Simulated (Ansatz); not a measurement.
# Molecular dynamics of GeNH3Cl4 (part 1 of 5)

- system: GeNH3Cl4
- method: RHF/def2-SVP (Ansatz 0.2.0)

It belongs to a series of runs on one base structure; here: dynamics from the highest image of the converged band. Figures and captions count atoms from 1; the log counts them from 0 in places.

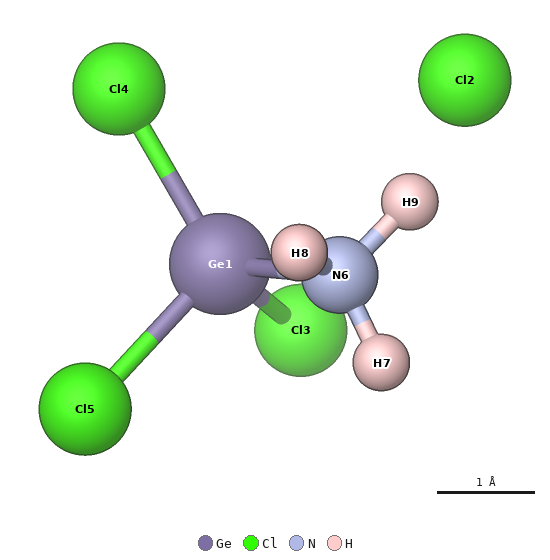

*The starting structure (ball-and-stick view, seen at a tilt; atoms are numbered from 1 in the order of the input). Sticks mark near contacts.*

Bond lengths as drawn: Cl–Ge 2.10 to 2.15 Å, Ge–N 1.92 Å and H–N 1.01 to 1.10 Å.

### The input
```yaml
crystal:
  periodic: [false, false, false]
  atoms:
    - { symbol: Ge, position_ang: [-0.479935, 0.059383, -0.2997] }
    - { symbol: Cl, position_ang: [-0.005619, 1.097725, 2.670281] }
    - { symbol: Cl, position_ang: [1.309268, -0.985026, 0.051141] }
    - { symbol: Cl, position_ang: [-0.408834, 2.108823, -0.758316] }
    - { symbol: Cl, position_ang: [-1.41064, -0.89942, -1.986716] }
    - { symbol: "N", position_ang: [-1.797267, -0.320472, 1.037713] }
    - { symbol: H, position_ang: [-1.924446, -1.311781, 1.190549] }
    - { symbol: H, position_ang: [-2.695695, 0.093391, 0.828316] }
    - { symbol: H, position_ang: [-1.341631, 0.157377, 1.91233] }
basis:
  gaussian: { orbitals: def2-SVP }
hamiltonian:
  xc: hf
md:
  timestep: 0.5
  n_steps: 200
  ensemble: nve
  temperature: 300.0
  initial_velocities: maxwell_boltzmann
  seed: 3447
```

Run as:
```bash
ansatz run input.yaml --threads 4 --pin off --max-ram 5120MiB --backend cpu --events-out ev --progress --plain --runs-dir out
```

### Output
```
Engine: ansatz 0.2.0, aarch64-unknown-linux-gnu
Functional definition: HF
  exchange = exact_x
  correlation = 0
1334 factors; integrals over basis functions are off by at most 5.0e-4 eV
mean field evaluation 1: about -107993.6714 eV, gradient 3.3e1 eV
mean field evaluation 2: about -107993.7306 eV, gradient 3.3e1 eV
mean field evaluation 4: about -107996.7331 eV, gradient 3.4e0 eV
mean field evaluation 8: about -107996.7687 eV, gradient 2.4e-4 eV
mean field -107996.76866332 eV, -3968.8080455379 hartree, gradient 4.8e-5 eV, S^2 0.000000; 0 other end points of the search recorded, 0 dependent functions left out
the calculation of the forces begins
reference -107996.76866332 eV, -3968.8080455379 hartree; 55, 55 occupied and 78, 78 virtual orbitals, 1334 factors
md step     0: t =     0.00 fs  T =   300.0 K  F+E_penalty+E_count = -107996.76866332 eV  E_kin = 0.271446 eV  conserved = -107996.49721732 eV  (36 SCF iters)
these checks for a lower state are left out or cut short: starts, cluster_reference, orbital_swaps, neighbouring_geometries, increment
1334 factors; integrals over basis functions are off by at most 5.3e-4 eV
mean field evaluation 16: about -107996.7625 eV, gradient 6.3e-3 eV
mean field -107996.76248417 eV, -3968.8078184585 hartree, gradient 1.7e-5 eV, S^2 0.000000; 0 other end points of the search recorded, 0 dependent functions left out
the calculation of the forces begins
reference -107996.76248417 eV, -3968.8078184585 hartree; 55, 55 occupied and 78, 78 virtual orbitals, 1334 factors
md step     1: t =     0.50 fs  T =   293.4 K  F+E_penalty+E_count = -107996.76248417 eV  E_kin = 0.265481 eV  conserved = -107996.49700290 eV  (37 SCF iters)
[... from here on the SCF iterations and repeated set-up lines of each step are left out, up to the last step ...]
md step     2: t =     1.00 fs  T =   276.6 K  F+E_penalty+E_count = -107996.74684085 eV  E_kin = 0.250256 eV  conserved = -107996.49658485 eV  (37 SCF iters)
md step     3: t =     1.50 fs  T =   256.4 K  F+E_penalty+E_count = -107996.72810224 eV  E_kin = 0.231953 eV  conserved = -107996.49614924 eV  (28 SCF iters)
md step     4: t =     2.00 fs  T =   240.0 K  F+E_penalty+E_count = -107996.71304393 eV  E_kin = 0.217195 eV  conserved = -107996.49584883 eV  (28 SCF iters)
md step     5: t =     2.50 fs  T =   232.8 K  F+E_penalty+E_count = -107996.70638725 eV  E_kin = 0.210614 eV  conserved = -107996.49577300 eV  (27 SCF iters)
md step     6: t =     3.00 fs  T =   235.8 K  F+E_penalty+E_count = -107996.70932999 eV  E_kin = 0.213389 eV  conserved = -107996.49594121 eV  (28 SCF iters)
md step     7: t =     3.50 fs  T =   246.4 K  F+E_penalty+E_count = -107996.71922637 eV  E_kin = 0.222924 eV  conserved = -107996.49630251 eV  (28 SCF iters)
md step     8: t =     4.00 fs  T =   258.3 K  F+E_penalty+E_count = -107996.73043786 eV  E_kin = 0.233702 eV  conserved = -107996.49673587 eV  (28 SCF iters)
md step     9: t =     4.50 fs  T =   264.4 K  F+E_penalty+E_count = -107996.73630980 eV  E_kin = 0.239245 eV  conserved = -107996.49706495 eV  (27 SCF iters)
md step    10: t =     5.00 fs  T =   259.6 K  F+E_penalty+E_count = -107996.73196472 eV  E_kin = 0.234854 eV  conserved = -107996.49711109 eV  (27 SCF iters)
md step    11: t =     5.50 fs  T =   243.4 K  F+E_penalty+E_count = -107996.71701410 eV  E_kin = 0.220221 eV  conserved = -107996.49679312 eV  (27 SCF iters)
md step    12: t =     6.00 fs  T =   221.5 K  F+E_penalty+E_count = -107996.69665082 eV  E_kin = 0.200423 eV  conserved = -107996.49622799 eV  (28 SCF iters)
md step    13: t =     6.50 fs  T =   203.3 K  F+E_penalty+E_count = -107996.67970944 eV  E_kin = 0.183987 eV  conserved = -107996.49572279 eV  (28 SCF iters)
md step    14: t =     7.00 fs  T =   197.1 K  F+E_penalty+E_count = -107996.67395375 eV  E_kin = 0.178358 eV  conserved = -107996.49559584 eV  (27 SCF iters)
md step    15: t =     7.50 fs  T =   204.9 K  F+E_penalty+E_count = -107996.68131890 eV  E_kin = 0.185384 eV  conserved = -107996.49593496 eV  (27 SCF iters)
md step    16: t =     8.00 fs  T =   221.1 K  F+E_penalty+E_count = -107996.69661288 eV  E_kin = 0.200088 eV  conserved = -107996.49652448 eV  (27 SCF iters)
md step    17: t =     8.50 fs  T =   236.2 K  F+E_penalty+E_count = -107996.71072301 eV  E_kin = 0.213706 eV  conserved = -107996.49701686 eV  (37 SCF iters)
md step    18: t =     9.00 fs  T =   241.7 K  F+E_penalty+E_count = -107996.71585251 eV  E_kin = 0.218677 eV  conserved = -107996.49717520 eV  (37 SCF iters)
md step    19: t =     9.50 fs  T =   234.6 K  F+E_penalty+E_count = -107996.70923412 eV  E_kin = 0.212256 eV  conserved = -107996.49697782 eV  (37 SCF iters)
md step    20: t =    10.00 fs  T =   217.8 K  F+E_penalty+E_count = -107996.69363537 eV  E_kin = 0.197071 eV  conserved = -107996.49656406 eV  (37 SCF iters)
md step    21: t =    10.50 fs  T =   198.0 K  F+E_penalty+E_count = -107996.67532090 eV  E_kin = 0.179196 eV  conserved = -107996.49612452 eV  (27 SCF iters)
md step    22: t =    11.00 fs  T =   182.7 K  F+E_penalty+E_count = -107996.66110024 eV  E_kin = 0.165282 eV  conserved = -107996.49581859 eV  (28 SCF iters)
md step    23: t =    11.50 fs  T =   176.9 K  F+E_penalty+E_count = -107996.65576917 eV  E_kin = 0.160029 eV  conserved = -107996.49573997 eV  (36 SCF iters)
md step    24: t =    12.00 fs  T =   182.0 K  F+E_penalty+E_count = -107996.66056658 eV  E_kin = 0.164657 eV  conserved = -107996.49591007 eV  (27 SCF iters)
md step    25: t =    12.50 fs  T =   195.1 K  F+E_penalty+E_count = -107996.67281704 eV  E_kin = 0.176539 eV  conserved = -107996.49627783 eV  (28 SCF iters)
md step    26: t =    13.00 fs  T =   210.0 K  F+E_penalty+E_count = -107996.68677467 eV  E_kin = 0.190053 eV  conserved = -107996.49672185 eV  (27 SCF iters)
md step    27: t =    13.50 fs  T =   219.4 K  F+E_penalty+E_count = -107996.69560472 eV  E_kin = 0.198540 eV  conserved = -107996.49706498 eV  (27 SCF iters)
md step    28: t =    14.00 fs  T =   217.8 K  F+E_penalty+E_count = -107996.69418808 eV  E_kin = 0.197061 eV  conserved = -107996.49712725 eV  (37 SCF iters)
md step    29: t =    14.50 fs  T =   204.5 K  F+E_penalty+E_count = -107996.68185905 eV  E_kin = 0.185035 eV  conserved = -107996.49682381 eV  (37 SCF iters)
md step    30: t =    15.00 fs  T =   184.9 K  F+E_penalty+E_count = -107996.66356135 eV  E_kin = 0.167296 eV  conserved = -107996.49626533 eV  (27 SCF iters)
md step    31: t =    15.50 fs  T =   168.3 K  F+E_penalty+E_count = -107996.64800959 eV  E_kin = 0.152256 eV  conserved = -107996.49575355 eV  (28 SCF iters)
md step    32: t =    16.00 fs  T =   163.0 K  F+E_penalty+E_count = -107996.64305893 eV  E_kin = 0.147451 eV  conserved = -107996.49560808 eV  (27 SCF iters)
md step    33: t =    16.50 fs  T =   171.3 K  F+E_penalty+E_count = -107996.65092655 eV  E_kin = 0.155000 eV  conserved = -107996.49592630 eV  (27 SCF iters)
md step    34: t =    17.00 fs  T =   188.2 K  F+E_penalty+E_count = -107996.66675044 eV  E_kin = 0.170247 eV  conserved = -107996.49650351 eV  (28 SCF iters)
md step    35: t =    17.50 fs  T =   204.0 K  F+E_penalty+E_count = -107996.68162554 eV  E_kin = 0.184628 eV  conserved = -107996.49699769 eV  (38 SCF iters)
md step    36: t =    18.00 fs  T =   210.6 K  F+E_penalty+E_count = -107996.68775559 eV  E_kin = 0.190587 eV  conserved = -107996.49716846 eV  (38 SCF iters)
md step    37: t =    18.50 fs  T =   204.7 K  F+E_penalty+E_count = -107996.68220607 eV  E_kin = 0.185219 eV  conserved = -107996.49698692 eV  (38 SCF iters)
md step    38: t =    19.00 fs  T =   188.9 K  F+E_penalty+E_count = -107996.66751367 eV  E_kin = 0.170927 eV  conserved = -107996.49658626 eV  (38 SCF iters)
md step    39: t =    19.50 fs  T =   169.8 K  F+E_penalty+E_count = -107996.64974760 eV  E_kin = 0.153594 eV  conserved = -107996.49615337 eV  (29 SCF iters)
md step    40: t =    20.00 fs  T =   154.5 K  F+E_penalty+E_count = -107996.63561777 eV  E_kin = 0.139771 eV  conserved = -107996.49584678 eV  (29 SCF iters)
md step    41: t =    20.50 fs  T =   148.3 K  F+E_penalty+E_count = -107996.62993229 eV  E_kin = 0.134171 eV  conserved = -107996.49576177 eV  (27 SCF iters)
md step    42: t =    21.00 fs  T =   152.6 K  F+E_penalty+E_count = -107996.63403170 eV  E_kin = 0.138108 eV  conserved = -107996.49592321 eV  (28 SCF iters)
md step    43: t =    21.50 fs  T =   164.8 K  F+E_penalty+E_count = -107996.64537722 eV  E_kin = 0.149092 eV  conserved = -107996.49628529 eV  (29 SCF iters)
md step    44: t =    22.00 fs  T =   178.6 K  F+E_penalty+E_count = -107996.65831740 eV  E_kin = 0.161586 eV  conserved = -107996.49673104 eV  (27 SCF iters)
md step    45: t =    22.50 fs  T =   186.7 K  F+E_penalty+E_count = -107996.66600038 eV  E_kin = 0.168915 eV  conserved = -107996.49708524 eV  (37 SCF iters)
md step    46: t =    23.00 fs  T =   183.5 K  F+E_penalty+E_count = -107996.66315838 eV  E_kin = 0.165995 eV  conserved = -107996.49716329 eV  (38 SCF iters)
md step    47: t =    23.50 fs  T =   168.1 K  F+E_penalty+E_count = -107996.64892400 eV  E_kin = 0.152055 eV  conserved = -107996.49686883 eV  (36 SCF iters)
md step    48: t =    24.00 fs  T =   145.7 K  F+E_penalty+E_count = -107996.62816127 eV  E_kin = 0.131862 eV  conserved = -107996.49629946 eV  (28 SCF iters)
md step    49: t =    24.50 fs  T =   126.0 K  F+E_penalty+E_count = -107996.60980606 eV  E_kin = 0.114051 eV  conserved = -107996.49575485 eV  (28 SCF iters)
md step    50: t =    25.00 fs  T =   117.9 K  F+E_penalty+E_count = -107996.60225328 eV  E_kin = 0.106685 eV  conserved = -107996.49556840 eV  (28 SCF iters)
md step    51: t =    25.50 fs  T =   124.3 K  F+E_penalty+E_count = -107996.60836047 eV  E_kin = 0.112501 eV  conserved = -107996.49585939 eV  (27 SCF iters)
md step    52: t =    26.00 fs  T =   140.6 K  F+E_penalty+E_count = -107996.62368129 eV  E_kin = 0.127246 eV  conserved = -107996.49643556 eV  (29 SCF iters)
md step    53: t =    26.50 fs  T =   157.3 K  F+E_penalty+E_count = -107996.63931663 eV  E_kin = 0.142366 eV  conserved = -107996.49695030 eV  (37 SCF iters)
md step    54: t =    27.00 fs  T =   165.8 K  F+E_penalty+E_count = -107996.64713344 eV  E_kin = 0.149984 eV  conserved = -107996.49714938 eV  (38 SCF iters)
md step    55: t =    27.50 fs  T =   162.2 K  F+E_penalty+E_count = -107996.64372872 eV  E_kin = 0.146736 eV  conserved = -107996.49699246 eV  (37 SCF iters)
md step    56: t =    28.00 fs  T =   148.8 K  F+E_penalty+E_count = -107996.63122167 eV  E_kin = 0.134613 eV  conserved = -107996.49660850 eV  (38 SCF iters)
md step    57: t =    28.50 fs  T =   131.7 K  F+E_penalty+E_count = -107996.61539363 eV  E_kin = 0.119209 eV  conserved = -107996.49618423 eV  (37 SCF iters)
md step    58: t =    29.00 fs  T =   118.2 K  F+E_penalty+E_count = -107996.60280218 eV  E_kin = 0.106923 eV  conserved = -107996.49587917 eV  (29 SCF iters)
md step    59: t =    29.50 fs  T =   113.2 K  F+E_penalty+E_count = -107996.59822449 eV  E_kin = 0.102436 eV  conserved = -107996.49578880 eV  (27 SCF iters)
md step    60: t =    30.00 fs  T =   118.4 K  F+E_penalty+E_count = -107996.60308380 eV  E_kin = 0.107146 eV  conserved = -107996.49593822 eV  (27 SCF iters)
md step    61: t =    30.50 fs  T =   131.2 K  F+E_penalty+E_count = -107996.61502572 eV  E_kin = 0.118742 eV  conserved = -107996.49628344 eV  (27 SCF iters)
md step    62: t =    31.00 fs  T =   145.8 K  F+E_penalty+E_count = -107996.62864512 eV  E_kin = 0.131932 eV  conserved = -107996.49671297 eV  (27 SCF iters)
md step    63: t =    31.50 fs  T =   155.0 K  F+E_penalty+E_count = -107996.63731058 eV  E_kin = 0.140251 eV  conserved = -107996.49705943 eV  (37 SCF iters)
md step    64: t =    32.00 fs  T =   153.3 K  F+E_penalty+E_count = -107996.63582716 eV  E_kin = 0.138682 eV  conserved = -107996.49714509 eV  (38 SCF iters)
md step    65: t =    32.50 fs  T =   139.6 K  F+E_penalty+E_count = -107996.62315351 eV  E_kin = 0.126279 eV  conserved = -107996.49687401 eV  (38 SCF iters)
md step    66: t =    33.00 fs  T =   118.7 K  F+E_penalty+E_count = -107996.60374592 eV  E_kin = 0.107414 eV  conserved = -107996.49633226 eV  (27 SCF iters)
md step    67: t =    33.50 fs  T =    99.8 K  F+E_penalty+E_count = -107996.58608443 eV  E_kin = 0.090283 eV  conserved = -107996.49580109 eV  (28 SCF iters)
md step    68: t =    34.00 fs  T =    91.4 K  F+E_penalty+E_count = -107996.57833670 eV  E_kin = 0.082733 eV  conserved = -107996.49560403 eV  (27 SCF iters)
md step    69: t =    34.50 fs  T =    96.9 K  F+E_penalty+E_count = -107996.58350819 eV  E_kin = 0.087638 eV  conserved = -107996.49586979 eV  (27 SCF iters)
md step    70: t =    35.00 fs  T =   111.7 K  F+E_penalty+E_count = -107996.59753418 eV  E_kin = 0.101106 eV  conserved = -107996.49642777 eV  (27 SCF iters)
md step    71: t =    35.50 fs  T =   126.9 K  F+E_penalty+E_count = -107996.61180858 eV  E_kin = 0.114863 eV  conserved = -107996.49694548 eV  (36 SCF iters)
md step    72: t =    36.00 fs  T =   133.8 K  F+E_penalty+E_count = -107996.61818681 eV  E_kin = 0.121023 eV  conserved = -107996.49716372 eV  (37 SCF iters)
md step    73: t =    36.50 fs  T =   128.2 K  F+E_penalty+E_count = -107996.61300709 eV  E_kin = 0.115981 eV  conserved = -107996.49702594 eV  (37 SCF iters)
md step    74: t =    37.00 fs  T =   112.1 K  F+E_penalty+E_count = -107996.59811853 eV  E_kin = 0.101472 eV  conserved = -107996.49664674 eV  (37 SCF iters)
md step    75: t =    37.50 fs  T =    91.8 K  F+E_penalty+E_count = -107996.57923755 eV  E_kin = 0.083028 eV  conserved = -107996.49620908 eV  (27 SCF iters)
md step    76: t =    38.00 fs  T =    74.3 K  F+E_penalty+E_count = -107996.56312960 eV  E_kin = 0.067251 eV  conserved = -107996.49587840 eV  (27 SCF iters)
md step    77: t =    38.50 fs  T =    65.4 K  F+E_penalty+E_count = -107996.55497000 eV  E_kin = 0.059209 eV  conserved = -107996.49576060 eV  (27 SCF iters)
md step    78: t =    39.00 fs  T =    67.1 K  F+E_penalty+E_count = -107996.55661080 eV  E_kin = 0.060720 eV  conserved = -107996.49589096 eV  (27 SCF iters)
md step    79: t =    39.50 fs  T =    77.1 K  F+E_penalty+E_count = -107996.56600216 eV  E_kin = 0.069771 eV  conserved = -107996.49623124 eV  (29 SCF iters)
md step    80: t =    40.00 fs  T =    89.7 K  F+E_penalty+E_count = -107996.57783107 eV  E_kin = 0.081162 eV  conserved = -107996.49666952 eV  (27 SCF iters)
md step    81: t =    40.50 fs  T =    97.6 K  F+E_penalty+E_count = -107996.58535122 eV  E_kin = 0.088319 eV  conserved = -107996.49703256 eV  (27 SCF iters)
md step    82: t =    41.00 fs  T =    95.0 K  F+E_penalty+E_count = -107996.58313649 eV  E_kin = 0.086003 eV  conserved = -107996.49713380 eV  (28 SCF iters)
md step    83: t =    41.50 fs  T =    80.8 K  F+E_penalty+E_count = -107996.56993471 eV  E_kin = 0.073066 eV  conserved = -107996.49686903 eV  (28 SCF iters)
md step    84: t =    42.00 fs  T =    59.5 K  F+E_penalty+E_count = -107996.55013082 eV  E_kin = 0.053809 eV  conserved = -107996.49632142 eV  (27 SCF iters)
md step    85: t =    42.50 fs  T =    40.4 K  F+E_penalty+E_count = -107996.53230826 eV  E_kin = 0.036530 eV  conserved = -107996.49577783 eV  (28 SCF iters)
md step    86: t =    43.00 fs  T =    32.3 K  F+E_penalty+E_count = -107996.52483870 eV  E_kin = 0.029270 eV  conserved = -107996.49556890 eV  (28 SCF iters)
md step    87: t =    43.50 fs  T =    38.8 K  F+E_penalty+E_count = -107996.53091811 eV  E_kin = 0.035091 eV  conserved = -107996.49582713 eV  (28 SCF iters)
md step    88: t =    44.00 fs  T =    55.5 K  F+E_penalty+E_count = -107996.54659715 eV  E_kin = 0.050216 eV  conserved = -107996.49638090 eV  (28 SCF iters)
md step    89: t =    44.50 fs  T =    73.4 K  F+E_penalty+E_count = -107996.56333402 eV  E_kin = 0.066442 eV  conserved = -107996.49689224 eV  (27 SCF iters)
md step    90: t =    45.00 fs  T =    83.9 K  F+E_penalty+E_count = -107996.57306127 eV  E_kin = 0.075959 eV  conserved = -107996.49710249 eV  (37 SCF iters)
md step    91: t =    45.50 fs  T =    83.2 K  F+E_penalty+E_count = -107996.57221162 eV  E_kin = 0.075252 eV  conserved = -107996.49695929 eV  (38 SCF iters)
md step    92: t =    46.00 fs  T =    73.1 K  F+E_penalty+E_count = -107996.56268839 eV  E_kin = 0.066106 eV  conserved = -107996.49658247 eV  (28 SCF iters)
md step    93: t =    46.50 fs  T =    59.7 K  F+E_penalty+E_count = -107996.55014752 eV  E_kin = 0.053990 eV  conserved = -107996.49615714 eV  (28 SCF iters)
md step    94: t =    47.00 fs  T =    50.1 K  F+E_penalty+E_count = -107996.54114733 eV  E_kin = 0.045301 eV  conserved = -107996.49584674 eV  (28 SCF iters)
md step    95: t =    47.50 fs  T =    49.5 K  F+E_penalty+E_count = -107996.54053909 eV  E_kin = 0.044787 eV  conserved = -107996.49575223 eV  (27 SCF iters)
md step    96: t =    48.00 fs  T =    59.6 K  F+E_penalty+E_count = -107996.54980652 eV  E_kin = 0.053903 eV  conserved = -107996.49590378 eV  (36 SCF iters)
md step    97: t =    48.50 fs  T =    77.7 K  F+E_penalty+E_count = -107996.56656514 eV  E_kin = 0.070305 eV  conserved = -107996.49626005 eV  (28 SCF iters)
md step    98: t =    49.00 fs  T =    97.9 K  F+E_penalty+E_count = -107996.58525032 eV  E_kin = 0.088542 eV  conserved = -107996.49670831 eV  (27 SCF iters)
md step    99: t =    49.50 fs  T =   112.6 K  F+E_penalty+E_count = -107996.59895346 eV  E_kin = 0.101876 eV  conserved = -107996.49707791 eV  (29 SCF iters)
md step   100: t =    50.00 fs  T =   116.0 K  F+E_penalty+E_count = -107996.60213827 eV  E_kin = 0.104953 eV  conserved = -107996.49718553 eV  (37 SCF iters)
md step   101: t =    50.50 fs  T =   106.7 K  F+E_penalty+E_count = -107996.59344425 eV  E_kin = 0.096515 eV  conserved = -107996.49692890 eV  (37 SCF iters)
md step   102: t =    51.00 fs  T =    89.2 K  F+E_penalty+E_count = -107996.57712601 eV  E_kin = 0.080737 eV  conserved = -107996.49638923 eV  (27 SCF iters)
md step   103: t =    51.50 fs  T =    72.7 K  F+E_penalty+E_count = -107996.56165081 eV  E_kin = 0.065804 eV  conserved = -107996.49584654 eV  (29 SCF iters)
md step   104: t =    52.00 fs  T =    66.0 K  F+E_penalty+E_count = -107996.55537727 eV  E_kin = 0.059749 eV  conserved = -107996.49562801 eV  (28 SCF iters)
md step   105: t =    52.50 fs  T =    72.7 K  F+E_penalty+E_count = -107996.56165216 eV  E_kin = 0.065784 eV  conserved = -107996.49586827 eV  (27 SCF iters)
md step   106: t =    53.00 fs  T =    88.9 K  F+E_penalty+E_count = -107996.57681287 eV  E_kin = 0.080411 eV  conserved = -107996.49640182 eV  (27 SCF iters)
md step   107: t =    53.50 fs  T =   105.8 K  F+E_penalty+E_count = -107996.59263729 eV  E_kin = 0.095738 eV  conserved = -107996.49689925 eV  (37 SCF iters)
md step   108: t =    54.00 fs  T =   115.2 K  F+E_penalty+E_count = -107996.60129826 eV  E_kin = 0.104195 eV  conserved = -107996.49710365 eV  (37 SCF iters)
md step   109: t =    54.50 fs  T =   113.2 K  F+E_penalty+E_count = -107996.59934884 eV  E_kin = 0.102388 eV  conserved = -107996.49696075 eV  (37 SCF iters)
md step   110: t =    55.00 fs  T =   101.8 K  F+E_penalty+E_count = -107996.58871362 eV  E_kin = 0.092127 eV  conserved = -107996.49658691 eV  (37 SCF iters)
md step   111: t =    55.50 fs  T =    87.2 K  F+E_penalty+E_count = -107996.57502157 eV  E_kin = 0.078858 eV  conserved = -107996.49616395 eV  (27 SCF iters)
```
